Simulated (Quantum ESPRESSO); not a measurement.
## KTaO3 (Pm-3m): zone-centre phonons

Which modes does KTaO3 (Pm-3m) have at the zone centre?

Method: DFT LDA, scalar-relativistic, plane waves, PseudoDojo norm-conserving pseudopotentials, in Quantum ESPRESSO 7.5.

## 1. Starting point

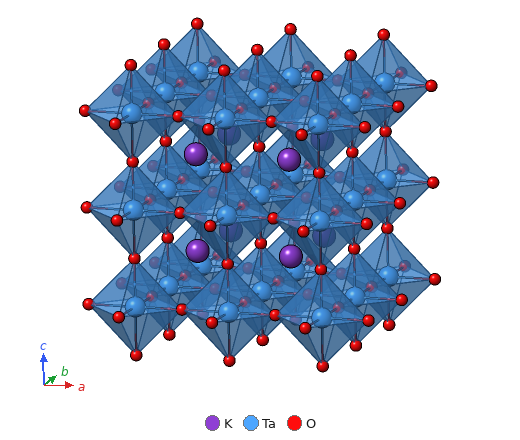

The cell as given, slightly off an axis (potassium purple, tantalum blue, oxygen red). 2×2×2 cells are drawn. Some periodic images of atoms are drawn too.

## 2. A probe with smearing

Before anything dear is run, a loose run with smearing shows whether this is a metal and how far the cell is from rest.

File probe.in:

```
&control
   calculation = 'scf'
   prefix = 'x'
   outdir = './tmp'
   pseudo_dir = './pseudo'
   tprnfor = .true.
   tstress = .true.
   verbosity = 'high'
/
&system
   ibrav = 1
   celldm(1) = 7.5367947
   nat = 5
   ntyp = 3
   ecutwfc = 92.0
   occupations = 'smearing'
   smearing = 'gaussian'
   degauss = 0.01
/
&electrons
   conv_thr = 1.0d-07
   mixing_beta = 0.7
   electron_maxstep = 100
/
ATOMIC_SPECIES
 K      39.0983  K.upf
 Ta    180.9479  Ta.upf
 O      15.9990  O.upf
ATOMIC_POSITIONS crystal
 K      0.500000000   0.500000000   0.500000000
 Ta     0.000000000   0.000000000   0.000000000
 O      0.500000000   0.000000000   0.000000000
 O      0.000000000   0.500000000   0.000000000
 O      0.000000000   0.000000000   0.500000000
K_POINTS automatic
 4 4 4 0 0 0
```

Started as:

```console
$ OMP_NUM_THREADS=1 mpirun -n 4 pw.x -nk 4 -in probe.in > probe.out
```

The program printed:

```text
[banners, grids, parts of the stress and lines that vanish by symmetry left out]
Program PWSCF v.7.5
     bravais-lattice index     =            1
     lattice parameter (alat)  =       7.5368  a.u.
[...]
kinetic-energy cutoff     =      92.0000  Ry
     charge density cutoff     =     368.0000  Ry
     scf convergence threshold =      1.0E-07
[...]
Exchange-correlation= SLA  PW   NOGX NOGC
                           (   1   4   0   0   0   0   0)
[...]
48 Sym. Ops., with inversion, found
[...]
(     0          1          0      )
                  (     0          0          1      )
[...]
(  0.0000000  1.0000000  0.0000000 )
                  (  0.0000000  0.0000000  1.0000000 )
[...]
(     0         -1          0      )
                  (     0          0          1      )
[...]
( -1.0000000  0.0000000  0.0000000 )
                  (  0.0000000  1.0000000  0.0000000 )
[...]
number of k points=    10  Gaussian smearing, width (Ry)=  0.0100
[...]
End of self-consistent calculation
[...]
the Fermi energy is     9.2971 ev
!    total energy              =    -289.77288131 Ry
[...]
convergence has been achieved in  10 iterations
[...]
atom    1 type  1   force =     0.00000000    0.00000000    0.00000000
     atom    2 type  2   force =     0.00000000    0.00000000    0.00000000
     atom    3 type  3   force =     0.00000000    0.00000000    0.00000000
     atom    4 type  3   force =     0.00000000    0.00000000    0.00000000
     atom    5 type  3   force =     0.00000000    0.00000000    0.00000000
[...]
Total force =     0.000000     Total SCF correction =     0.000000
[...]
total   stress  (Ry/bohr**3)                   (kbar)     P=      -75.98
[...]
XML data file, charge density, pseudopotentials, collected wavefunctions

   JOB DONE.
```

Elapsed: 9.6 s, on 4 MPI ranks of Arm Neoverse V1, shared host.

This step gave:

```yaml
volume_per_atom: 12.69 Å³
pressure: -7.598 GPa
gap_on_the_k_mesh: 2.070 eV
```

A gap of 2.1 eV opens on this mesh, so the crystal is taken as an insulator; the start stands at -7.6 GPa.

## 3. Relaxing the cell and atoms

The relaxation runs at a cutoff a fifth above that of the response, since stress converges more slowly with the basis than frequencies do. Forces and stress are brought to rest with tight thresholds.

File relax.in:

```
&control
   calculation = 'vc-relax'
   prefix = 'x'
   outdir = './tmp'
   pseudo_dir = './pseudo'
   tprnfor = .true.
   tstress = .true.
   forc_conv_thr = 2.0d-05
   etot_conv_thr = 1.0d-07
   nstep = 40
/
&system
   ibrav = 1
   celldm(1) = 7.5367947
   nat = 5
   ntyp = 3
   ecutwfc = 110
   occupations = 'fixed'
   nbnd = 22
/
&electrons
   conv_thr = 1.0d-11
   mixing_beta = 0.7
   electron_maxstep = 100
/
&ions
/
&cell
   press_conv_thr = 0.2
/
ATOMIC_SPECIES
 K      39.0983  K.upf
 Ta    180.9479  Ta.upf
 O      15.9990  O.upf
ATOMIC_POSITIONS crystal
 K      0.500000000   0.500000000   0.500000000
 Ta     0.000000000   0.000000000   0.000000000
 O      0.500000000   0.000000000   0.000000000
 O      0.000000000   0.500000000   0.000000000
 O      0.000000000   0.000000000   0.500000000
K_POINTS automatic
 6 6 6 0 0 0
```

Started as:

```console
$ OMP_NUM_THREADS=1 mpirun -n 4 pw.x -nk 4 -in relax.in > relax.out
```

The program printed:

```text
[banners, grids, parts of the stress and lines that vanish by symmetry left out]
[banner, memory and clock lines left out]
Program PWSCF v.7.5

[...]
kinetic-energy cutoff     =     110.0000  Ry
     charge density cutoff     =     440.0000  Ry
     scf convergence threshold =      1.0E-11
[...]
energy convergence thresh.=      1.0E-07
     force convergence thresh. =      2.0E-05
     press convergence thresh. =      2.0E-01
     Exchange-correlation= SLA  PW   NOGX NOGC
                           (   1   4   0   0   0   0   0)
[...]
48 Sym. Ops., with inversion, found
[...]
number of k points=    20
[...]
End of self-consistent calculation
[...]
highest occupied, lowest unoccupied level (ev):     8.3724   10.4596
!    total energy              =    -289.77470632 Ry
[...]
convergence has been achieved in  16 iterations
[...]
atom    1 type  1   force =     0.00000000    0.00000000    0.00000000
     atom    2 type  2   force =     0.00000000    0.00000000    0.00000000
     atom    3 type  3   force =     0.00000000    0.00000000    0.00000000
     atom    4 type  3   force =     0.00000000    0.00000000    0.00000000
     atom    5 type  3   force =     0.00000000    0.00000000    0.00000000
     Total force =     0.000000     Total SCF correction =     0.000000
[...]
total   stress  (Ry/bohr**3)                   (kbar)     P=      -76.30
[...]
number of bfgs steps    =   0
[...]
CELL_PARAMETERS (alat=  7.53679470)
[...]
ATOMIC_POSITIONS (crystal)
K                0.5000000000        0.5000000000        0.5000000000
Ta               0.0000000000        0.0000000000        0.0000000000
O                0.5000000000        0.0000000000        0.0000000000
O                0.0000000000        0.5000000000        0.0000000000
[...]
New effective cutoffs (rho, wfc):  451.57  112.89
[...]
End of self-consistent calculation
[...]
highest occupied, lowest unoccupied level (ev):     8.9193   11.0880
!    total energy              =    -289.77894226 Ry
[...]
convergence has been achieved in  11 iterations
[...]
atom    1 type  1   force =     0.00000000    0.00000000    0.00000000
     atom    2 type  2   force =     0.00000000    0.00000000    0.00000000
     atom    3 type  3   force =     0.00000000    0.00000000    0.00000000
     atom    4 type  3   force =     0.00000000    0.00000000    0.00000000
     atom    5 type  3   force =     0.00000000    0.00000000    0.00000000
     Total force =     0.000000     Total SCF correction =     0.000000
[...]
total   stress  (Ry/bohr**3)                   (kbar)     P=        3.38
[...]
number of bfgs steps    =   1
[...]
CELL_PARAMETERS (alat=  7.53679470)
[...]
ATOMIC_POSITIONS (crystal)
[...]
New effective cutoffs (rho, wfc):  451.08  112.77
[...]
End of self-consistent calculation
[...]
highest occupied, lowest unoccupied level (ev):     8.8961   11.0615
!    total energy              =    -289.77894945 Ry
[...]
convergence has been achieved in  10 iterations
[...]
atom    1 type  1   force =     0.00000000    0.00000000    0.00000000
     atom    2 type  2   force =     0.00000000    0.00000000    0.00000000
     atom    3 type  3   force =     0.00000000    0.00000000    0.00000000
     atom    4 type  3   force =     0.00000000    0.00000000    0.00000000
[...]
Total force =     0.000000     Total SCF correction =     0.000000
[...]
total   stress  (Ry/bohr**3)                   (kbar)     P=       -0.23
[...]
number of bfgs steps    =   2
[...]
CELL_PARAMETERS (alat=  7.53679470)
[...]
ATOMIC_POSITIONS (crystal)
[...]
New effective cutoffs (rho, wfc):  451.11  112.78
[...]
End of self-consistent calculation
[...]
highest occupied, lowest unoccupied level (ev):     8.8976   11.0632
!    total energy              =    -289.77894948 Ry
[...]
convergence has been achieved in   6 iterations
[...]
atom    3 type  3   force =     0.00000000    0.00000000    0.00000000
     atom    4 type  3   force =     0.00000000    0.00000000    0.00000000
     atom    5 type  3   force =     0.00000000    0.00000000    0.00000000
     Total force =     0.000000     Total SCF correction =     0.000000
[...]
total   stress  (Ry/bohr**3)                   (kbar)     P=       -0.00
[...]
bfgs converged in   4 scf cycles and   3 bfgs steps
[...]
End of BFGS Geometry Optimization
     Final enthalpy           =    -289.7789494839 Ry
     File ./tmp/x.bfgs deleted, as requested
[...]
CELL_PARAMETERS (alat=  7.53679470)
[...]
ATOMIC_POSITIONS (crystal)
[...]
O                0.0000000000        0.5000000000        0.0000000000
O                0.0000000000        0.0000000000        0.5000000000
[...]
Final scf calculation at the relaxed structure.
[...]
kinetic-energy cutoff     =     110.0000  Ry
     charge density cutoff     =     440.0000  Ry
     scf convergence threshold =      1.0E-13
[...]
press convergence thresh. =      2.0E-01
     Exchange-correlation= SLA  PW   NOGX NOGC
                           (   1   4   0   0   0   0   0)
[...]
48 Sym. Ops., with inversion, found
[...]
number of k points=    20
[...]
End of self-consistent calculation
[...]
highest occupied, lowest unoccupied level (ev):     8.8976   11.0632
!    total energy              =    -289.77894553 Ry
[...]
convergence has been achieved in  18 iterations
[...]
atom    1 type  1   force =     0.00000000    0.00000000    0.00000000
     atom    2 type  2   force =     0.00000000    0.00000000    0.00000000
     atom    3 type  3   force =     0.00000000    0.00000000    0.00000000
     atom    4 type  3   force =     0.00000000    0.00000000    0.00000000
     atom    5 type  3   force =     0.00000000    0.00000000    0.00000000
     Total force =     0.000000     Total SCF correction =     0.000000
[...]
total   stress  (Ry/bohr**3)                   (kbar)     P=       -0.01
[...]
XML data file, charge density, pseudopotentials, collected wavefunctions
```

Wall time 2 min (4 MPI ranks); 8.1 min of CPU time.

Relaxation path:

```tsv
step	energy less that of the first step (eV)	largest force (eV/Å)	pressure (GPa)	volume (Å³)
1	0.0000	0.0000	-7.63	63.44
2	-0.0576	0.0000	0.34	61.00
3	-0.0577	0.0000	-0.02	61.10
4	-0.0577	0.0000	0.00	61.10
5	-0.0577	0.0000	0.00	61.10
```

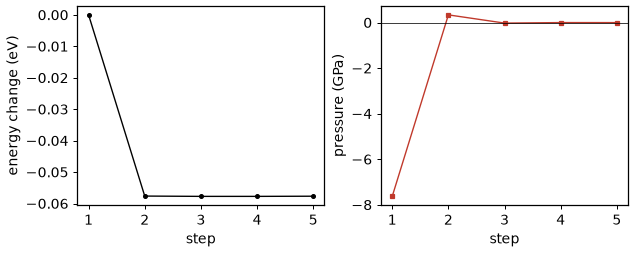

Energy and pressure along the relaxation.

```tsv
conventional cell, symmetrised	before	after	change
a (Å)	3.988	3.939	-1.2 %
b (Å)	3.988	3.939	-1.2 %
c (Å)	3.988	3.939	-1.2 %
volume (Å³/atom)	12.69	12.22	-3.7 %
```

Final coordinates:

```xyz
5
Lattice="3.9386 0.0000 0.0000 0.0000 3.9386 0.0000 0.0000 0.0000 3.9386" Properties=species:S:1:pos:R:3 pbc="T T T"
K     1.9693    1.9693    1.9693
Ta    0.0000    0.0000    0.0000
O     1.9693    0.0000    0.0000
O     0.0000    1.9693    0.0000
O     0.0000    0.0000    1.9693
```

The last row of the table of steps is pw.x's closing run on a basis chosen anew for the final cell, so its energy can jump.

Numbers from this step:

* volume per atom: 12.22 Å³
* pressure: -0.001 GPa
* gap on the k-mesh: 2.166 eV

The volume changes by -3.7 % from the cell with which this run began.

## 4. Ground state

The response is built on this ground state, so it is converged far tighter than an energy would need. With a gap, occupations are fixed, which also allows the response to an electric field.

File scf.in:

```
&control
   calculation = 'scf'
   prefix = 'x'
   outdir = './tmp'
   pseudo_dir = './pseudo'
   tprnfor = .true.
   tstress = .true.
/
&system
   ibrav = 1
   celldm(1) = 7.44285044
   nat = 5
   ntyp = 3
   ecutwfc = 92.0
   occupations = 'fixed'
   nbnd = 22
/
&electrons
   conv_thr = 1.0d-12
   mixing_beta = 0.7
   electron_maxstep = 100
/
ATOMIC_SPECIES
 K      39.0983  K.upf
 Ta    180.9479  Ta.upf
 O      15.9990  O.upf
ATOMIC_POSITIONS crystal
 K      0.500000000   0.500000000   0.500000000
 Ta     0.000000000   0.000000000   0.000000000
 O      0.500000000   0.000000000   0.000000000
 O      0.000000000   0.500000000   0.000000000
 O      0.000000000   0.000000000   0.500000000
K_POINTS automatic
 8 8 8 0 0 0
```

Started as:

```console
$ OMP_NUM_THREADS=1 mpirun -n 4 pw.x -nk 4 -in scf.in > scf.out
```

The program printed:

```text
[banners, grids, parts of the stress and lines that vanish by symmetry left out]
[banner, memory and clock lines left out]
Program PWSCF v.7.5

[...]
kinetic-energy cutoff     =      92.0000  Ry
     charge density cutoff     =     368.0000  Ry
     scf convergence threshold =      1.0E-12
[...]
Exchange-correlation= SLA  PW   NOGX NOGC
                           (   1   4   0   0   0   0   0)
[...]
48 Sym. Ops., with inversion, found
[...]
number of k points=    35
[...]
End of self-consistent calculation
[...]
highest occupied, lowest unoccupied level (ev):     8.8972   11.0639
!    total energy              =    -289.77896141 Ry
[...]
convergence has been achieved in  18 iterations
[...]
atom    1 type  1   force =     0.00000000    0.00000000    0.00000000
     atom    2 type  2   force =     0.00000000    0.00000000    0.00000000
     atom    3 type  3   force =     0.00000000    0.00000000    0.00000000
     atom    4 type  3   force =     0.00000000    0.00000000    0.00000000
     atom    5 type  3   force =     0.00000000    0.00000000    0.00000000
     Total force =     0.000000     Total SCF correction =     0.000000
[...]
total   stress  (Ry/bohr**3)                   (kbar)     P=       -0.04
[...]
XML data file, charge density, pseudopotentials, collected wavefunctions
```

Elapsed: 37 s, on 4 MPI ranks.

This step gave:

| Property | Result |
| --- | --- |
| pressure | -0.004 GPa |
| gap on the k-mesh | 2.167 eV |

The cell stands at -0.004 GPa, close enough for phonons.

(Part 1 of 3 ends here.)

[Host names and launcher messages were left out of these logs when they were recorded.]

[Logs are printed without paths, hosts, clocks, repeated set-up lines and the standing remarks that a program may print on its own settings, such as how far it seeks lower states.]

[Hosts, paths, dates, database ids (printed as entryN), source tags and the programs' standing remarks are cut or masked in the printed files.]
